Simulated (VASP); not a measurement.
Band structure of AlAs (zinc blende). Method: optB88-vdW, VASP's PBE PAW potentials (set 64) (plane waves; VASP).

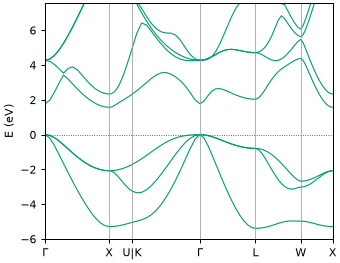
Bands along high-symmetry lines, zero at the valence-band maximum or, without a gap, the Fermi level

**Question.** Read the plot: is there a gap, and where are the band edges?

**Answer.** The gap is indirect, 1.57 eV, from the valence maximum at Γ to the conduction minimum at X. (Edges off the drawn lines would not show.)

Measured: gap 2.28 eV (computed value off by -0.71 eV), as given by Wei Chen et al., Physical Review Materials (2018), doi:10.1103/physrevmaterials.2.073803 [zero-point renormalisation of 0.04 eV added back (the table's ZPR column)].

The compound is AlAs in the zinc blende structure. It was relaxed first.
